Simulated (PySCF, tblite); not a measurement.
**C₄H₆ClFO: geometry, infrared bands and NMR shifts**

Aim: predict the infrared bands and NMR shifts of C₄H₆ClFO (`F[C@@H](Cl)[C@@H]1CCO1`).

Computed with tblite 0.8.0 and PySCF 2.14.0, with density-fitted response routines of our own, on a single molecule in the gas phase. Atoms count from 0, in the outputs and in this text.

### 1 The starting structure

13 atoms, charge 0, multiplicity 1; geometry from: force field or distance geometry start.

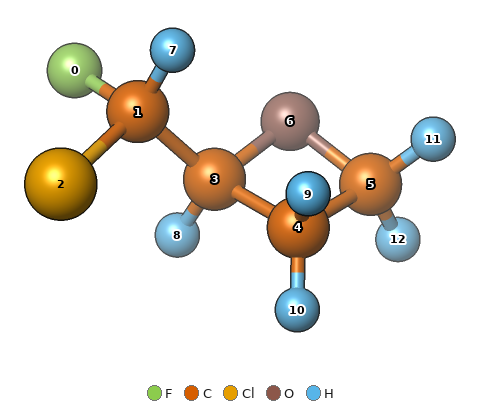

The starting geometry (fluorine green, carbon orange, chlorine amber, oxygen brown, hydrogen blue), atoms numbered.

### 2 Geometry optimisation with GFN2-xTB

What the job is given:

```
{"job": {"kind": "relax", "xc": "GFN2-xTB", "basis": "xTB"}, "charge": 0, "multiplicity": 1}
F      2.346700     1.250900     0.625800
C      1.687500     0.191900     0.070500
Cl     2.468300    -1.304700     0.682700
C      0.229500     0.241700     0.486600
C     -0.720800    -0.810500    -0.112400
C     -1.596500     0.393400    -0.469300
O     -0.502600     1.309700    -0.182800
H      1.823700     0.232600    -1.001500
H      0.118700     0.335100     1.583600
H     -0.334700    -1.344200    -0.986900
H     -1.161900    -1.518500     0.585100
H     -1.915400     0.451500    -1.508200
H     -2.446900     0.571500     0.209000
```

Command:

```bash
> OMP_NUM_THREADS=1 python probes_run.py task.json out
```

This one command runs all jobs of the session in turn.

Standard output:

```text
step      E/eV     max force
  0    -678.66849    1.127
  1    -678.70028    0.368
  2    -678.70899    0.173
  3    -678.71435    0.172
  4    -678.71789    0.141
  5    -678.71989    0.126
  6    -678.72199    0.121
  7    -678.72369    0.104
  8    -678.72509    0.123
  9    -678.72637    0.098
 10    -678.72779    0.144
 11    -678.72933    0.164
 12    -678.73097    0.130
 13    -678.73275    0.146
 14    -678.73470    0.127
 15    -678.73676    0.150
 16    -678.73884    0.173
 17    -678.74085    0.136
 18    -678.74264    0.107
 19    -678.74406    0.105
 20    -678.74510    0.096
 21    -678.74601    0.088
 22    -678.74707    0.100
 23    -678.74827    0.080
 24    -678.74943    0.101
 25    -678.75050    0.112
 26    -678.75164    0.101
 27    -678.75298    0.101
 28    -678.75449    0.140
 29    -678.75604    0.138
 30    -678.75750    0.093
 31    -678.75887    0.107
 32    -678.76011    0.096
 33    -678.76121    0.096
 34    -678.76213    0.089
 35    -678.76292    0.065
 36    -678.76360    0.066
 37    -678.76415    0.059
 38    -678.76465    0.081
 39    -678.76508    0.081
 40    -678.76555    0.069
 41    -678.76597    0.053
 42    -678.76636    0.036
 43    -678.76647    0.023
 44    -678.76656    0.020
 45    -678.76660    0.019
 46    -678.76667    0.024
 47    -678.76672    0.020
 48    -678.76675    0.012
 49    -678.76676    0.009
```

It took 0.42 s on 1 thread of Arm Neoverse N1, shared host.

Step by step: (not every step is listed)

| step | energy from step 0 (eV) | largest force (eV/Å) |
| --- | --- | --- |
| 0 | 0.0000 | 1.1266 |
| 1 | -0.0318 | 0.3682 |
| 2 | -0.0405 | 0.1734 |
| 3 | -0.0459 | 0.1719 |
| 4 | -0.0494 | 0.1407 |
| 5 | -0.0514 | 0.1258 |
| 6 | -0.0535 | 0.1207 |
| 7 | -0.0552 | 0.1041 |
| 8 | -0.0566 | 0.1230 |
| 11 | -0.0608 | 0.1636 |
| 14 | -0.0662 | 0.1268 |
| 17 | -0.0724 | 0.1360 |
| 20 | -0.0766 | 0.0964 |
| 23 | -0.0798 | 0.0797 |
| 26 | -0.0831 | 0.1010 |
| 29 | -0.0875 | 0.1381 |
| 32 | -0.0916 | 0.0958 |
| 35 | -0.0944 | 0.0655 |
| 38 | -0.0962 | 0.0811 |
| 41 | -0.0975 | 0.0533 |
| 44 | -0.0981 | 0.0205 |
| 45 | -0.0981 | 0.0188 |
| 46 | -0.0982 | 0.0236 |
| 47 | -0.0982 | 0.0202 |
| 48 | -0.0983 | 0.0116 |
| 49 | -0.0983 | 0.0091 |

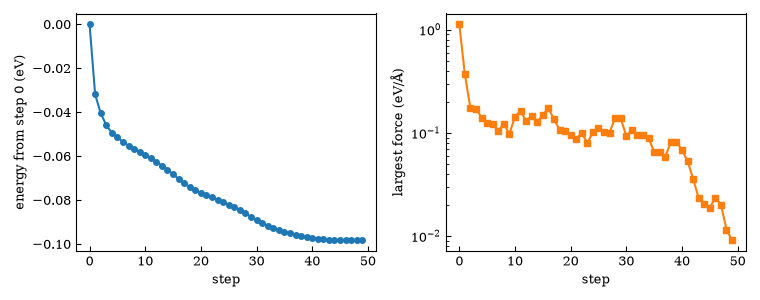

Energy and largest force along the relaxation.

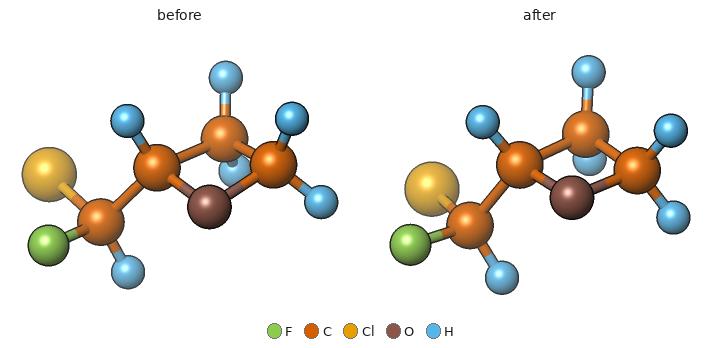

Before and after, at one scale.

Close pairs (by a distance rule), those that changed most:

```csv
bond,before (Å),after (Å),change (Å)
C3–O6,1.458,1.426,-0.031
C5–O6,1.455,1.433,-0.023
C1–H7,1.081,1.096,+0.014
C1–Cl2,1.796,1.783,-0.013
C3–H8,1.107,1.096,-0.011
F0–C1,1.365,1.355,-0.010
C5–H12,1.102,1.092,-0.010
C4–H9,1.095,1.086,-0.009
```

The end geometry stands in the next job.

### 3 Vibrational analysis with GFN2-xTB

What the job is given:

```
{"job": {"kind": "ir", "xc": "GFN2-xTB", "basis": "xTB"}, "charge": 0, "multiplicity": 1}
F      2.393909     1.161955     0.653831
C      1.621365     0.242843     0.025538
Cl     2.362183    -1.358983     0.279160
C      0.203061     0.252518     0.585448
C     -0.736275    -0.819825     0.023495
C     -1.526085     0.365749    -0.539138
O     -0.586628     1.294366     0.015169
H      1.641998     0.469471    -1.046359
H      0.253801     0.329375     1.677185
H     -0.284056    -1.472672    -0.717452
H     -1.252342    -1.413599     0.771396
H     -1.572082     0.438937    -1.628212
H     -2.523237     0.510352    -0.117791
```

Standard output:

```text
mode    cm-1     km/mol
  1      61.7      2.46
  2      93.4      0.44
  3     156.9      2.22
  4     295.3      1.48
  5     348.4     14.22
  6     379.7     20.47
  7     435.7      4.90
  8     745.6     11.41
  9     786.4      3.07
 10     810.9      2.68
 11     901.0      7.27
 12    1014.1     24.01
 13    1031.5     88.33
 14    1055.2     49.15
 15    1076.3     73.09
 16    1093.7      5.47
 17    1114.3     17.27
 18    1119.7      3.07
 19    1153.8      3.57
 20    1160.6      8.54
 21    1210.3      4.49
 22    1234.4      5.61
 23    1242.0     11.96
 24    1263.0      2.21
 25    1316.6     11.62
 26    1456.5      2.23
 27    1480.3      0.18
 28    2921.5      6.48
 29    2933.9     19.31
 30    2943.5     29.68
 31    2964.5     40.65
 32    3039.2     21.54
 33    3045.8     12.46
```

Run time: 0.54 s. Hardware: 1 thread of Arm Neoverse N1, shared host.

Which atoms move in the most intense modes:

```csv
cm⁻¹,km/mol,atoms
380,20.5,"Cl2 42 %, O6 21 %, F0 13 %, C3 10 %"
1014,24.0,"O6 16 %, C5 16 %, C3 15 %, C4 14 %"
1032,88.3,"C5 20 %, O6 20 %, C1 12 %, C3 10 %"
1055,49.1,"C1 40 %, F0 22 %"
1076,73.1,"O6 33 %, C3 23 %, C5 17 %"
2944,29.7,"H11 57 %, H12 33 %"
2964,40.6,"H12 60 %, H11 36 %"
3039,21.5,H9 92 %
```

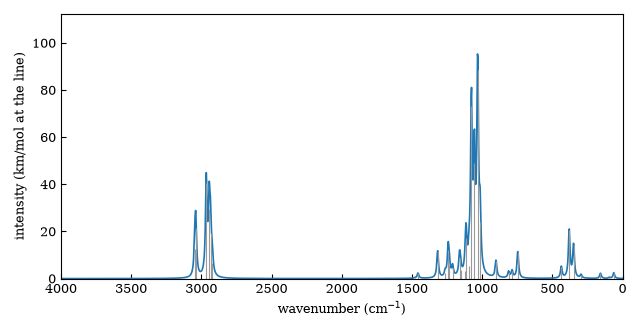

The infrared spectrum from these modes, unscaled. Lines are broadened to a width of 14 cm⁻¹ (Lorentzian).

### 4 Shielding tensors: PBE0/pcSseg-1

Settings changed since step 3:

```diff
@@ -1,2 +1,2 @@
-{"job": {"kind": "ir", "xc": "GFN2-xTB", "basis": "xTB"}, "charge": 0, "multiplicity": 1}
+{"job": {"kind": "nmr", "xc": "PBE0", "basis": "pcSseg-1"}, "charge": 0, "multiplicity": 1}
 F      2.393909     1.161955     0.653831
```

Level: GIAO PBE0/pcSseg-1 NMR shielding, non-relativistic, gas phase.

Standard output:

```text
coarse grid: 11864 points
cycle   1  E = -790.5311425890  dE =  1.021e+00  |g| = 7.534e-01  |ddm| = 3.151e+00
cycle   2  E = -790.3797988444  dE =  1.513e-01  |g| = 1.204e+00  |ddm| = 1.462e+00
cycle   3  E = -790.6348229945  dE = -2.550e-01  |g| = 7.676e-02  |ddm| = 9.855e-01
cycle   4  E = -790.6357493267  dE = -9.263e-04  |g| = 3.911e-02  |ddm| = 8.844e-02
cycle   5  E = -790.6360524329  dE = -3.031e-04  |g| = 9.612e-03  |ddm| = 3.790e-02
cycle   6  E = -790.6360699788  dE = -1.755e-05  |g| = 3.094e-03  |ddm| = 9.225e-03
cycle   7  E = -790.6360717756  dE = -1.797e-06  |g| = 6.757e-04  |ddm| = 2.716e-03
final grid: 111624 points
cycle   8  E = -790.6953624014  dE = -3.229e-05  |g| = 1.222e-02  |ddm| = 2.373e-02
cycle   9  E = -790.6953271936  dE =  3.521e-05  |g| = 1.867e-02  |ddm| = 1.942e-02
cycle  10  E = -790.6953900222  dE = -6.283e-05  |g| = 1.385e-03  |ddm| = 1.236e-02
cycle  11  E = -790.6953903782  dE = -3.560e-07  |g| = 3.136e-04  |ddm| = 1.409e-03
cycle  12  E = -790.6953903982  dE = -1.998e-08  |g| = 6.682e-05  |ddm| = 3.262e-04
cycle  13  E = -790.6953903989  dE = -7.658e-10  |g| = 2.835e-05  |ddm| = 8.580e-05
converged SCF energy = -790.6953903989

GIAO shielding tensors (ppm)
atom      isotropic    diamagn.    paramagn.     s11        s22        s33       span
  0 F      328.434     469.648    -141.214    283.201    329.188    372.912     89.711
  1 C       72.415     243.398    -170.983     39.680     72.316    105.249     65.570
  2 Cl     751.955    1145.916    -393.961    475.509    749.486   1030.871    555.362
  3 C      100.839     246.089    -145.250     80.236     86.634    135.648     55.412
  4 C      159.967     249.155     -89.189    137.547    155.309    187.043     49.496
  5 C      117.707     246.360    -128.653     89.798     94.649    168.672     78.874
  6 O      289.061     396.287    -107.226    240.371    273.133    353.679    113.308
  7 H       25.162      28.359      -3.198     22.573     25.011     27.901      5.327
  8 H       26.745      29.595      -2.850     24.108     27.153     28.974      4.866
  9 H       29.230      29.914      -0.684     26.243     29.620     31.827      5.584
 10 H       28.832      29.688      -0.857     25.809     27.267     33.420      7.610
 11 H       27.122      28.979      -1.857     24.388     24.815     32.162      7.774
 12 H       27.009      28.539      -1.530     24.297     24.989     31.741      7.444
```

Run time: 29 s. Hardware: 1 thread of Arm Neoverse N1, shared host; peak memory 0.73 GiB.

The references, computed at this level on geometries of the same kind, shield at (ppm): ¹H TMS 31.72, ¹³C TMS 186.9, ¹⁹F CFCl3 170.9, ¹⁷O H2O 336.1, ³⁵Cl HCl 950. Their shielding less the atom's gives the shift. The references are single molecules in the gas phase, so shifts against H2O, NH3, PH3, H3PO4 or CFCl3 are not on the usual liquid scales and can be off by tens of ppm.

| atoms | environment | σ (ppm) | δ (ppm) | δ scaled to CDCl3 |
| --- | --- | --- | --- | --- |
| C1 | sp3 CH bonded to Cl and F | 72.4 | 114.5 | 109.8 |
| C3 | sp3 CH bonded to O | 100.8 | 86.1 | 82.1 |
| C5 | sp3 CH2 bonded to O | 117.7 | 69.2 | 65.6 |
| C4 | sp3 CH2 in a ring | 160.0 | 27.0 | 24.4 |
| H7 | hydrogen on an sp3 CH bonded to Cl and F | 25.16 | 6.56 | 6.29 |
| H8 | hydrogen on an sp3 CH bonded to O | 26.75 | 4.97 | 4.79 |
| H12 | hydrogen on an sp3 CH2 bonded to O | 27.01 | 4.71 | 4.54 |
| H11 | hydrogen on an sp3 CH2 bonded to O | 27.12 | 4.60 | 4.44 |
| H10 | hydrogen on an sp3 CH2 in a ring | 28.83 | 2.89 | 2.83 |
| H9 | hydrogen on an sp3 CH2 in a ring | 29.23 | 2.49 | 2.45 |
| F0 | fluorine on an sp3 carbon | 328.4 | -157.5 | – |
| Cl2 | chlorine bonded to C | 752 | 198 | – |
| O6 | ether oxygen | 289.1 | 47.0 | – |

The scaled column applies a straight-line fit of computed shieldings to shifts measured in CDCl3, with any fitted terms for Cl, Br or S neighbours, and one for carbons that bear F (root-mean-square error 0.16 ppm for H, 1.9 ppm for C).

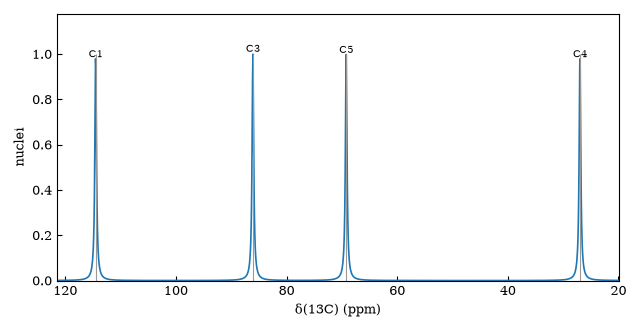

¹³C lines at the computed shifts, without couplings. Lines are broadened to a width of 0.35 ppm (Lorentzian).

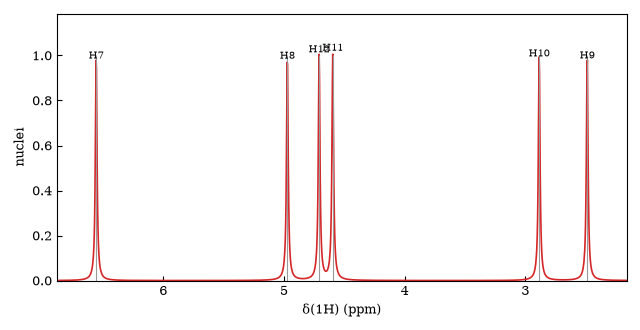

¹H lines at the computed shifts, without couplings. Lines are broadened to a width of 0.02 ppm (Lorentzian).

Charges from the same density, by scheme (e):

```csv
atoms,Mulliken,IAO,Hirshfeld,ESP fit
F0,-0.28,-0.29,-0.09,-0.11
C1,0.25,0.18,0.09,-0.20
Cl2,-0.13,-0.10,-0.06,-0.10
C3,0.05,0.08,0.03,0.42
C4,-0.27,-0.30,-0.08,-0.44
C5,0.09,-0.05,0.01,0.29
O6,-0.49,-0.42,-0.17,-0.48
```

Hirshfeld charges:

F0 -0.09; C1 0.09; Cl2 -0.06; C3 0.03; C4 -0.08; C5 0.01; O6 -0.17; H7 0.05; H8 0.04; H9 0.04; H10 0.05; H11 0.04; H12 0.05

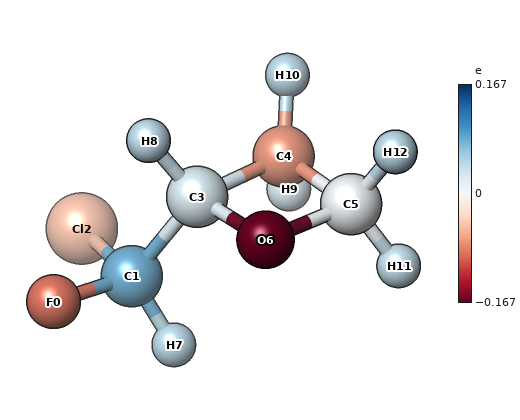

Hirshfeld charges, as colours on the atoms.

Mayer bond orders: F0–C1 0.94, C1–Cl2 1.00, C1–C3 0.94, C3–C4 1.02, C4–C5 1.04, C5–O6 0.92, O6–C3 0.94.

Ring of atoms C3, C4, C5, O6: NICS(0) 0.2, NICS(1) 1.3, NICS(1)zz 4.3 ppm (means of both faces).

### 5 Results

```
                                 quantity                                   value
strongest single infrared mode (GFN2-xTB)                    1032 cm⁻¹, 88 km/mol
             zero-point energy (GFN2-xTB)                           59.9 kcal/mol
   ¹³C shifts against TMS (PBE0/pcSseg-1)             114.5, 86.1, 69.2, 27.0 ppm
    ¹H shifts against TMS (PBE0/pcSseg-1)  6.56, 4.97, 4.71, 4.60, 2.89, 2.49 ppm
 ¹⁹F shifts against CFCl3 (PBE0/pcSseg-1)                              -157.5 ppm
  ³⁵Cl shifts against HCl (PBE0/pcSseg-1)                                 198 ppm
   ¹⁷O shifts against H2O (PBE0/pcSseg-1)                                47.0 ppm
```

Relaxing lowered the energy by 0.098 eV in 49 steps; the close pair that moved most is C3–O6, from 1.458 to 1.426 Å. All 33 modes are real, so the xTB geometry is a minimum. The strongest single mode, at 1032 cm⁻¹, is spread over many atoms; the largest shares are those of C5, O6. GFN2-xTB is a fitted tight-binding method: band positions and strengths are rough. Its intensities can rank the bands wrongly. The most deshielded hydrogen is H7 (hydrogen on an sp3 CH bonded to Cl and F), at 6.56 ppm: its carbon carries Cl and F, an electronegative neighbour. At PBE0/pcSseg-1: Shielding is most anisotropic at Cl2 (span 555 ppm, paramagnetic term -394 ppm).
